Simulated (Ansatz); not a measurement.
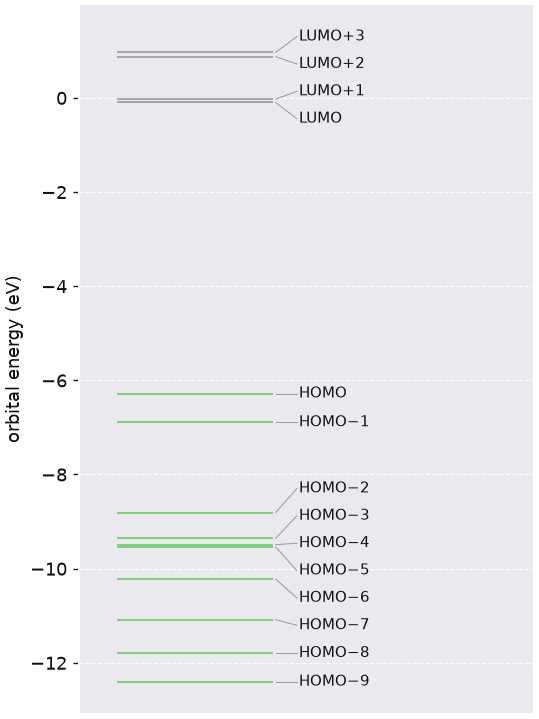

Kohn-Sham orbital energies near the frontier, B3LYP/def2-TZVPP, the Ansatz code, at a PBE0-D4/def2-TZVP geometry (a minimum by its frequencies), isolated molecule; empty levels in grey, levels within 0.03 eV side by side.

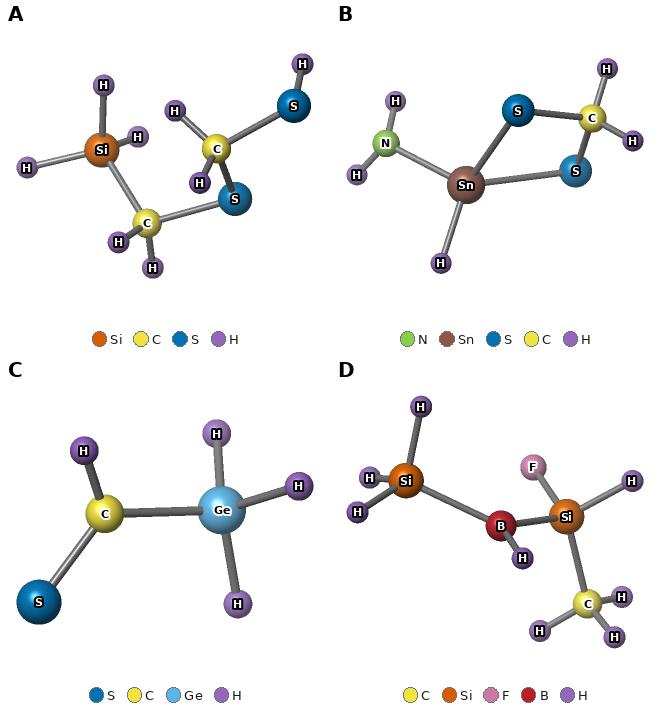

**Which molecule has this level scheme? The candidates are drawn in the second picture.**

Structure A, C₂H₈S₂Si, SMILES [SiH3]CSCS. HOMO −6.28 eV, LUMO −0.10 eV, separation 6.18 eV.

Known limits of this run: one conformer of a flexible molecule; empty levels above zero depend strongly on the basis.
